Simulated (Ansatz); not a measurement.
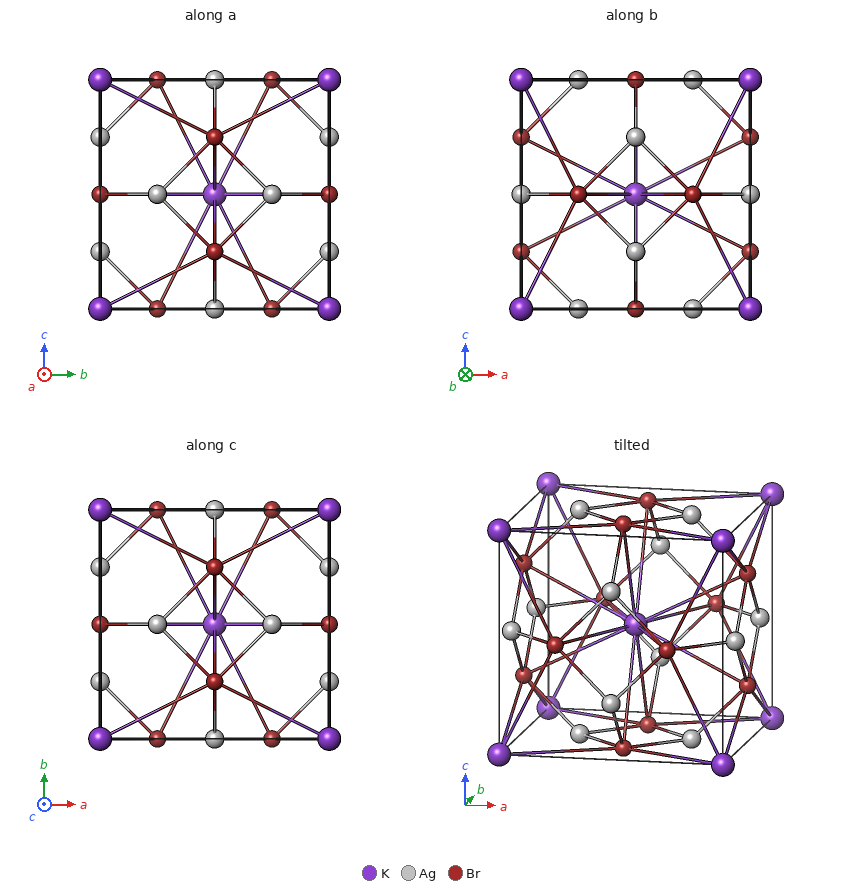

View along the a axis, along the b axis, along the c axis and slightly off an axis, drawn as a ball-and-stick model. Atoms at the boundary of the conventional unit cell (the box) are drawn once for each face, edge or corner they touch.

Lattice parameters: a = 7.888 Å, b = 7.888 Å, c = 7.888 Å, α = 90.00°, β = 90.00°, γ = 90.00°.

Q: From the views, write a table of Wyckoff sites.

A: Space group Pm-3n (No. 223).
| atom | site | x | y | z |
| --- | --- | --- | --- | --- |
| K | 2a | 0.5000 | 0.5000 | 0.5000 |
| Ag | 6d | 0.5000 | 0.0000 | 0.7500 |
| Br | 6c | 0.0000 | 0.5000 | 0.7500 |

Its origin is a structure type filled with these elements by a generator (whether the compound takes this form wasn't checked). The structure drawn was relaxed with DFT PBE, scalar-relativistic, plane waves, PAW in Ansatz 0.2.0.
